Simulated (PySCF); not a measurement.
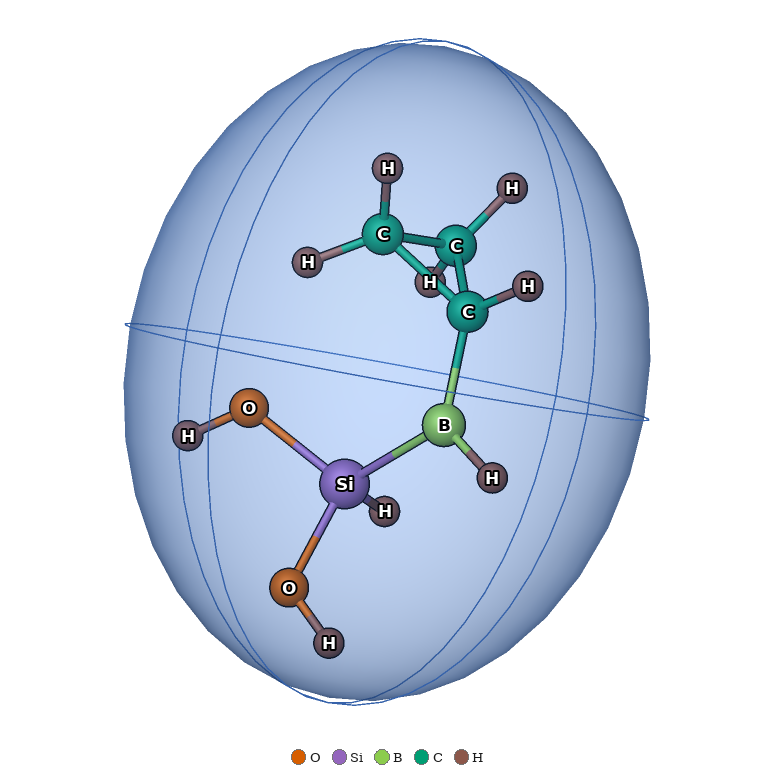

The ellipsoid shows the static dipole polarisability: its half-axes are proportional to the principal values. Computed geometry: GFN2-xTB optimisation. No frequency run is at hand to confirm it as a minimum. Method: ωB97X-D/def2-SVPD (PySCF 2.14.0).

Question. How large and how anisotropic is the polarisability?

Answer. Principal values 69.3, 76.3, 92.3 bohr³; mean 79.3 bohr³ (11.75 Å³); anisotropy 20.5 bohr³, so the longest axis is 1.33 times the shortest.

The geometry is semi-empirical. Around B, Si such bond lengths and angles can be off by a tenth of an ångström or more and by several degrees, and values that hang on the shape move with them.
